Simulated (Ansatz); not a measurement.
Response to strain in hypothetical diamond B

The reference is B in the diamond structure (space group Fd-3m, No. 227; a hypothetical phase, not in the database extracts checked; relaxed with 0.1 eV smearing).

```xyz
2
Lattice="0.0000 2.0163 2.0163 2.0163 0.0000 2.0163 2.0163 2.0163 0.0000" Properties=species:S:1:pos:R:3 pbc="T T T"
B      1.0082     1.0082     1.0082
B      0.0000     0.0000     0.0000
```

Strains are applied to the cell and any free atomic positions relax.

Calculations: PBEsol (Ansatz, a quantum-chemistry and plane-wave program, PAW, scalar-relativistic without spin-orbit coupling).

Notes on the quantities. energy relative to the base: free energy F.

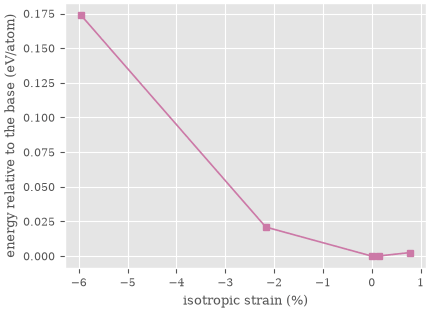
Fig. 1. Energy relative to the base against isotropic strain

```tsv
isotropic strain (%)	energy relative to the base
-5.95	+174 meV/atom
-2.17	+21 meV/atom
0.15	+0.1 meV/atom
0.78	+2.5 meV/atom
```

Stability against distortions was not tested.
